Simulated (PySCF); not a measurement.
# TMS-CHF2: NMR shifts at several levels of theory, part 2 of 2

PySCF 2.14.0. Atoms count from 0.

## 6. NMR shieldings: B97-D/pcSseg-1

Job settings and geometry (Å):

```
{"job": {"kind": "nmr", "xc": "B97-D", "basis": "pcSseg-1", "pop": false}, "charge": 0, "multiplicity": 1}
C      0.257984    -0.018446     1.898638
Si     0.084437    -0.025451     0.030652
C     -0.276772    -1.741554    -0.626779
C      1.562793     0.752511    -0.821395
C     -1.454372     1.043618    -0.402676
F     -2.567555     0.485356     0.158888
F     -1.637921     1.060362    -1.756454
H      0.464019     0.993003     2.283094
H      1.081755    -0.674136     2.221936
H     -0.668861    -0.379329     2.371037
H      0.554717    -2.435175    -0.427230
H     -1.186046    -2.148967    -0.158701
H     -0.444147    -1.708404    -1.714441
H      1.766092     1.763458    -0.433985
H      1.384045     0.833877    -1.904761
H      2.470610     0.147439    -0.670413
H     -1.411860     2.097919    -0.065962
```

With the program's defaults for keys left out, this is: GIAO B97-D/pcSseg-1 NMR shielding, non-relativistic, gas phase.

Output:

```text
coarse grid: 14344 points
cycle   1  E = -647.1599720448  dE =  3.634e-01  |g| = 9.563e-01  |ddm| = 3.565e+00
cycle   2  E = -646.8505627692  dE =  3.094e-01  |g| = 1.596e+00  |ddm| = 1.822e+00
cycle   3  E = -647.3384804561  dE = -4.879e-01  |g| = 1.663e-01  |ddm| = 1.182e+00
cycle   4  E = -647.3440374739  dE = -5.557e-03  |g| = 4.894e-02  |ddm| = 1.483e-01
cycle   5  E = -647.3445199319  dE = -4.825e-04  |g| = 1.101e-02  |ddm| = 4.088e-02
cycle   6  E = -647.3445510432  dE = -3.111e-05  |g| = 4.040e-03  |ddm| = 1.616e-02
cycle   7  E = -647.3445542391  dE = -3.196e-06  |g| = 4.821e-04  |ddm| = 4.139e-03
final grid: 133688 points
cycle   8  E = -647.3807597474  dE = -3.246e-05  |g| = 2.671e-02  |ddm| = 3.655e-02
cycle   9  E = -647.3805314284  dE =  2.283e-04  |g| = 4.648e-02  |ddm| = 4.180e-02
cycle  10  E = -647.3808614566  dE = -3.300e-04  |g| = 2.505e-03  |ddm| = 2.808e-02
cycle  11  E = -647.3808625177  dE = -1.061e-06  |g| = 7.531e-04  |ddm| = 2.324e-03
cycle  12  E = -647.3808626659  dE = -1.482e-07  |g| = 1.032e-04  |ddm| = 7.571e-04
cycle  13  E = -647.3808626680  dE = -2.082e-09  |g| = 3.238e-05  |ddm| = 1.449e-04
cycle  14  E = -647.3808626682  dE = -2.588e-10  |g| = 1.089e-05  |ddm| = 4.072e-05
converged SCF energy = -647.3808626682

GIAO shielding tensors (ppm)
atom      isotropic    diamagn.    paramagn.     s11        s22        s33       span
  0 C      183.549     254.278     -70.728    179.754    182.723    188.171      8.417
  1 Si     350.094     883.111    -533.018    329.649    355.304    365.328     35.679
  2 C      186.020     253.584     -67.564    182.312    184.968    190.781      8.469
  3 C      183.615     254.268     -70.653    179.881    182.826    188.138      8.257
  4 C       51.646     250.712    -199.066     29.897     60.270     64.771     34.874
  5 F      321.248     474.912    -153.664    196.780    308.932    458.033    261.254
  6 F      321.212     474.859    -153.648    196.515    309.091    458.028    261.514
  7 H       31.415      31.074       0.341     27.366     28.770     38.109     10.743
  8 H       31.393      30.933       0.460     27.484     28.931     37.762     10.278
  9 H       31.185      31.037       0.148     26.784     29.268     37.503     10.719
 10 H       31.555      30.855       0.699     27.617     28.961     38.086     10.469
 11 H       31.121      30.937       0.184     26.843     28.957     37.562     10.719
 12 H       31.127      30.927       0.200     26.855     28.949     37.577     10.721
 13 H       31.415      31.067       0.348     27.371     28.775     38.099     10.729
 14 H       31.180      31.019       0.161     26.776     29.255     37.509     10.733
 15 H       31.396      30.925       0.471     27.482     28.931     37.774     10.291
 16 H       25.353      30.164      -4.811     23.328     25.397     27.335      4.007
```

It took 47 s on 1 thread, shared host.

In short: δ C4 127.5, C0 -5.2, Si1 -2.9, F5 -166.5, H16 6.06, H7 0.10 ppm (means over like atoms).

## 7. Shielding tensors: PBE/pcSseg-1

Same as in step 6 but for these lines:

```diff
@@ -1,2 +1,2 @@
-{"job": {"kind": "nmr", "xc": "B97-D", "basis": "pcSseg-1", "pop": false}, "charge": 0, "multiplicity": 1}
+{"job": {"kind": "nmr", "xc": "PBE", "basis": "pcSseg-1", "pop": false}, "charge": 0, "multiplicity": 1}
 C      0.257984    -0.018446     1.898638
```

Level: GIAO PBE/pcSseg-1 NMR shielding, non-relativistic, gas phase.

Output:

```text
coarse grid: 14344 points
cycle   1  E = -646.7999824372  dE =  3.751e-01  |g| = 9.161e-01  |ddm| = 3.564e+00
cycle   2  E = -646.4987366134  dE =  3.012e-01  |g| = 1.511e+00  |ddm| = 1.817e+00
cycle   3  E = -646.9736371254  dE = -4.749e-01  |g| = 1.617e-01  |ddm| = 1.188e+00
cycle   4  E = -646.9786199676  dE = -4.983e-03  |g| = 5.052e-02  |ddm| = 1.420e-01
cycle   5  E = -646.9791218579  dE = -5.019e-04  |g| = 1.146e-02  |ddm| = 4.187e-02
cycle   6  E = -646.9791539726  dE = -3.211e-05  |g| = 4.101e-03  |ddm| = 1.701e-02
cycle   7  E = -646.9791572173  dE = -3.245e-06  |g| = 4.832e-04  |ddm| = 4.313e-03
final grid: 133688 points
cycle   8  E = -647.0515475819  dE = -2.980e-05  |g| = 1.591e-02  |ddm| = 3.038e-02
cycle   9  E = -647.0514482345  dE =  9.935e-05  |g| = 2.718e-02  |ddm| = 3.024e-02
cycle  10  E = -647.0516046740  dE = -1.564e-04  |g| = 2.598e-03  |ddm| = 1.881e-02
cycle  11  E = -647.0516057559  dE = -1.082e-06  |g| = 4.657e-04  |ddm| = 2.106e-03
cycle  12  E = -647.0516057889  dE = -3.298e-08  |g| = 1.163e-04  |ddm| = 3.292e-04
cycle  13  E = -647.0516057920  dE = -3.093e-09  |g| = 2.313e-05  |ddm| = 1.276e-04
cycle  14  E = -647.0516057921  dE = -7.685e-11  |g| = 1.164e-05  |ddm| = 2.311e-05
converged SCF energy = -647.0516057921

GIAO shielding tensors (ppm)
atom      isotropic    diamagn.    paramagn.     s11        s22        s33       span
  0 C      184.773     254.405     -69.632    180.568    183.701    190.049      9.482
  1 Si     338.345     882.778    -544.432    318.057    343.331    353.649     35.592
  2 C      187.599     253.655     -66.056    183.355    186.409    193.033      9.679
  3 C      184.844     254.398     -69.554    180.703    183.813    190.018      9.315
  4 C       49.009     250.509    -201.499     26.915     57.501     62.611     35.696
  5 F      314.894     474.409    -159.516    188.709    298.442    457.529    268.820
  6 F      314.849     474.358    -159.509    188.421    298.600    457.527    269.106
  7 H       31.209      30.818       0.391     27.028     28.489     38.111     11.083
  8 H       31.182      30.685       0.497     27.156     28.663     37.727     10.571
  9 H       30.985      30.773       0.212     26.455     28.997     37.502     11.047
 10 H       31.348      30.589       0.759     27.294     28.689     38.060     10.766
 11 H       30.925      30.656       0.269     26.503     28.679     37.592     11.089
 12 H       30.931      30.645       0.285     26.515     28.671     37.606     11.091
 13 H       31.209      30.811       0.398     27.033     28.493     38.101     11.068
 14 H       30.980      30.757       0.223     26.447     28.984     37.509     11.062
 15 H       31.185      30.677       0.508     27.153     28.663     37.739     10.586
 16 H       25.082      29.968      -4.886     23.015     25.128     27.103      4.088
```

It took 47 s on 1 thread, shared host.

This run: δ C4 131.0, C0 -5.7, Si1 -3.7, F5 -170.1, H16 6.11, H7 0.09 ppm (means over like atoms).

## 8. Nuclear shieldings: LC-wPBE/pcSseg-1

Same as in step 7 but for these lines:

```diff
@@ -1,2 +1,2 @@
-{"job": {"kind": "nmr", "xc": "PBE", "basis": "pcSseg-1", "pop": false}, "charge": 0, "multiplicity": 1}
+{"job": {"kind": "nmr", "xc": "LC-wPBE", "basis": "pcSseg-1", "pop": false}, "charge": 0, "multiplicity": 1}
 C      0.257984    -0.018446     1.898638
```

Level: GIAO LC-wPBE/pcSseg-1 NMR shielding, non-relativistic, gas phase.

Output:

```text
coarse grid: 14344 points
cycle   1  E = -647.1397350879  dE =  6.381e-01  |g| = 7.643e-01  |ddm| = 3.386e+00
cycle   2  E = -647.1559920373  dE = -1.626e-02  |g| = 8.092e-01  |ddm| = 8.147e-01
cycle   3  E = -647.2503381369  dE = -9.435e-02  |g| = 5.406e-02  |ddm| = 3.830e-01
cycle   4  E = -647.2509643293  dE = -6.262e-04  |g| = 2.323e-02  |ddm| = 7.134e-02
cycle   5  E = -647.2511042342  dE = -1.399e-04  |g| = 4.391e-03  |ddm| = 3.024e-02
cycle   6  E = -647.2511101712  dE = -5.937e-06  |g| = 7.544e-04  |ddm| = 7.481e-03
final grid: 133688 points
cycle   7  E = -647.3257286585  dE = -6.324e-05  |g| = 1.283e-02  |ddm| = 2.533e-02
cycle   8  E = -647.3257248787  dE =  3.780e-06  |g| = 1.319e-02  |ddm| = 1.208e-02
cycle   9  E = -647.3257499090  dE = -2.503e-05  |g| = 7.729e-04  |ddm| = 5.788e-03
cycle  10  E = -647.3257500265  dE = -1.175e-07  |g| = 2.276e-04  |ddm| = 7.006e-04
cycle  11  E = -647.3257500412  dE = -1.468e-08  |g| = 4.720e-05  |ddm| = 3.344e-04
cycle  12  E = -647.3257500420  dE = -7.967e-10  |g| = 1.261e-05  |ddm| = 7.883e-05
converged SCF energy = -647.3257500420

GIAO shielding tensors (ppm)
atom      isotropic    diamagn.    paramagn.     s11        s22        s33       span
  0 C      192.898     256.292     -63.394    189.573    192.220    196.901      7.328
  1 Si     357.678     881.412    -523.734    340.135    361.339    371.561     31.426
  2 C      195.182     255.637     -60.455    191.435    194.330    199.782      8.347
  3 C      192.963     256.284     -63.321    189.681    192.327    196.880      7.199
  4 C       62.368     252.025    -189.657     40.565     68.219     78.320     37.755
  5 F      346.580     474.782    -128.202    220.184    332.733    486.824    266.639
  6 F      346.583     474.736    -128.154    219.968    332.922    486.858    266.889
  7 H       31.321      31.017       0.304     26.815     28.425     38.721     11.906
  8 H       31.274      30.860       0.414     26.890     28.508     38.424     11.534
  9 H       31.076      30.936       0.140     26.212     28.934     38.083     11.871
 10 H       31.405      30.778       0.627     26.954     28.507     38.753     11.799
 11 H       31.013      30.827       0.186     26.316     28.587     38.136     11.820
 12 H       31.018      30.817       0.202     26.327     28.579     38.150     11.823
 13 H       31.321      31.009       0.312     26.820     28.430     38.711     11.891
 14 H       31.071      30.916       0.155     26.203     28.919     38.089     11.886
 15 H       31.277      30.852       0.426     26.890     28.507     38.435     11.546
 16 H       25.584      30.255      -4.671     23.516     25.277     27.959      4.443
```

It took 56 s on 1 thread, shared host.

This run: δ C4 126.2, C0 -5.1, Si1 0.8, F5 -140.7, H16 5.74, H7 0.13 ppm (means over like atoms).

## 9. Run by run: NMR shifts

Shifts (ppm), means over like atoms, with basis size and wall time (the measured row can stand on another reference than the computed rows):

```tsv
run	C4	C0	H16	H7	Si1	F5	functions	time
BP86/pcSseg-1	130.9	-5.5	6.12	0.10	-3.4	-171.7	176	48 s
KT2/pcSseg-1	126.4	-5.5	6.05	0.10	-4.4	-174.3	176	48 s
mPW1PW91/pcSseg-1	125.4	-5.3	5.80	0.13	-1.3	-158.5	176	32 s
B97-D/pcSseg-1	127.5	-5.2	6.06	0.10	-2.9	-166.5	176	47 s
PBE/pcSseg-1	131.0	-5.7	6.11	0.09	-3.7	-170.1	176	47 s
LC-wPBE/pcSseg-1	126.2	-5.1	5.74	0.13	0.8	-140.7	176	56 s
measured	–	–	–	–	–	-140.0	–	–
```

Measured: G. Saielli, R. Bini, A. Bagno, Computational 19F NMR. 2. Organic compounds, RSC Adv. 2014, ESI (exp. from Berger-Braun-Kalinowski 1994 and Everett 1995).

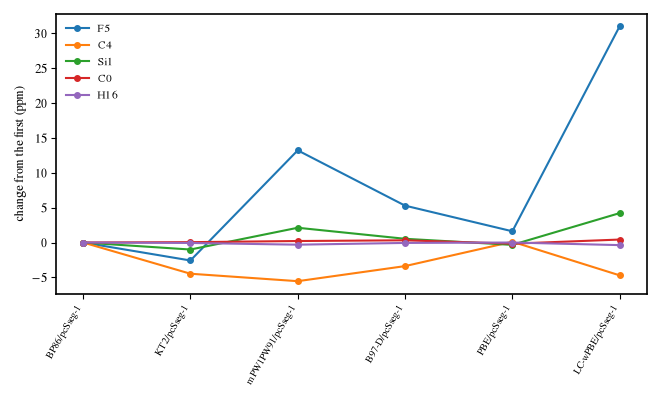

How five of the tabulated atoms move from run to run.

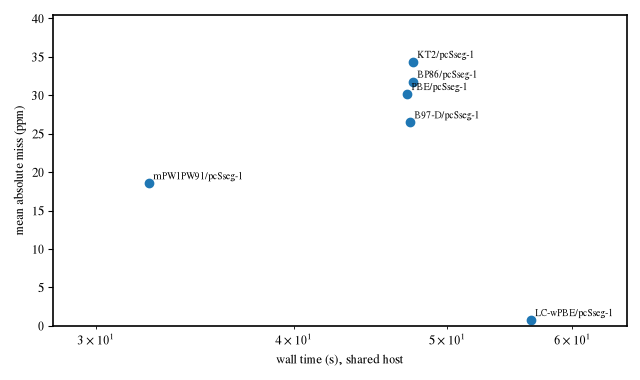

Cost against miss for the one measured 19F shift.

## 10. What came out

The summary covers parts 1 to 2.

| quantity | value |
| --- | --- |
| point group | Cs |
| rotational constants (main isotopes) | 2.40, 1.61, 1.41 GHz |
| 13C shifts against TMS (BP86/pcSseg-1, means over atoms taken as alike) | 130.9, -5.5 ppm |
| 1H shifts against TMS (BP86/pcSseg-1, means over atoms taken as alike) | 6.12, 0.10 ppm |
| 29Si shifts against TMS (BP86/pcSseg-1) | -3.4 ppm |
| 19F shifts against CFCl3 (BP86/pcSseg-1, means over atoms taken as alike) | -171.7 ppm |
| measured, and computed on the same scale | F5 δ -140.0, -171.7 ppm |
| range of the shift of F5 | -174.3 to -140.7 ppm |

In words: Single values in the summary come from the first run of each kind that ended normally (BP86/pcSseg-1), which need not be the best level. Over 9 steps the energy fell by 0.082 eV; of the close pairs, Si1–C4 changed most, 1.954 to 1.923 Å. No frequency check was run at this level, so the end point may be a saddle. H16 (hydrogen on an sp3 CH bonded to 2 F and Si) lies farthest downfield among hydrogen, at 6.12 ppm; its carbon carries F, hence the downfield position. At BP86/pcSseg-1: Shielding is most anisotropic at F5, F6 (span 270 ppm, paramagnetic term -158 ppm). The one measured 19F shift is missed by -31.7 ppm (computed less measured, unscaled). Vibration, temperature and solvent are missing from the calculation, and it holds one conformer, so part of the miss against the measured shifts is not the functional's. Across the 6 runs the shift of F5 (with its like atoms) moves most, between -174.3 (KT2/pcSseg-1) and -140.7 ppm (LC-wPBE/pcSseg-1). For the one measured 19F shift, LC-wPBE/pcSseg-1 misses least (0.72 ppm, 56 s) and KT2/pcSseg-1 most (34.33 ppm, 48 s); the quickest, mPW1PW91/pcSseg-1, misses by 18.53 ppm in 32 s. One molecule ranks no method: errors cancel, and vibration and temperature are missing from all runs.
